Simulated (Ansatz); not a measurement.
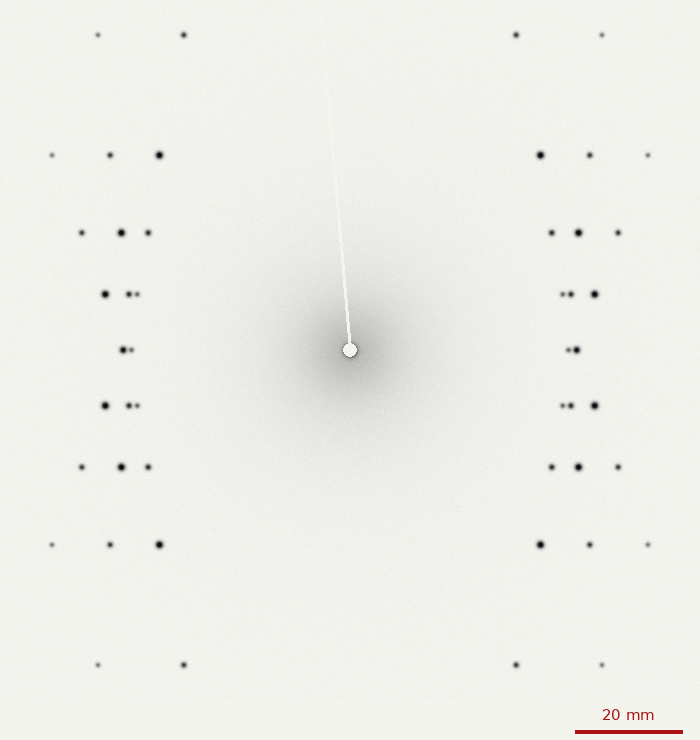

Simulated X-ray rotation photograph: Cu Kα radiation (λ = 1.5418 Å), cylindrical film of radius 57.3 mm unrolled, rotation axis vertical and normal to the beam, kinematic intensities without Lorentz or polarisation factors, the film spanning ±63° about the beam; spots down to d = 1.50 Å.

What lattice repeat along the rotation axis do the layer lines give?

Answer. The first layer line lies 10.5 mm from the equator, so tan ν = 0.183, sin ν = 0.180 and the period is λ/sin ν = 8.58 Å. Further lines follow at 22.1, 36.7, 59.3 mm.

The crystal is Co, space group P6_3/mmc (No. 194), a = 2.534 Å, c = 8.194 Å (hexagonal axes). Structure: the input geometry of an electronic-structure calculation (not necessarily at equilibrium); the starting structure was generated, so it need not be a known form of this composition.

About which axis was it rotated?

Answer. About [101] (or an equivalent direction), whose length in the conventional cell is 8.576 Å.
